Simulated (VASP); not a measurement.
Band structure of Co (hcp). Computed with rev-vdW-DF2, VASP's PBE PAW potentials (set 64) (plane waves; VASP).

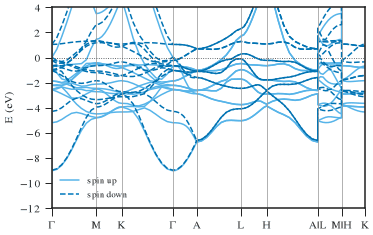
Bands along high-symmetry lines, zero at the valence-band maximum or, without a gap, the Fermi level

Question: Read the plot: is there a gap, and where are the band edges?

Answer: It has no gap at this level: it comes out as a metal or semimetal. (Edges off the drawn lines would not show.)

The compound is Co in the hcp structure. It was relaxed first.
